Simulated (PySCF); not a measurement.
Molecule: Al(H)3(py), C5H8AlN, singlet. Atoms near the plane z = 0.6 Å, at the GFN2-xTB optimised geometry (x, y, z in Å): Al1 (-0.4, -0.1, 0.0), H2 (1.2, -0.1, 0.0), H4 (-1.2, 1.3, 0.0), H14 (0.4, -2.2, 1.3).

Level of theory: PySCF with PBE0/def2-TZVP. The values are rescaled to run from 0 to 1.

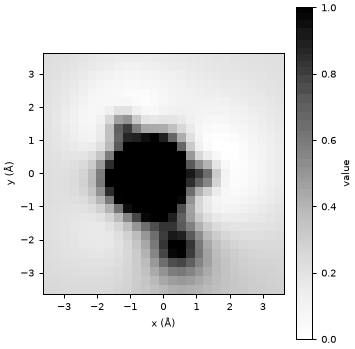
*a field on the plane z = 0.6 Å.*

**Question.** Which quantity is mapped?
(A) electrostatic potential
(B) log10 of the electron density
(C) deformation density (molecule minus spherical neutral atoms)
(D) Laplacian of the electron density

**Answer.** A, electrostatic potential. In full: electrostatic potential (hartree/e), clipped to [-0.08, 0.12].
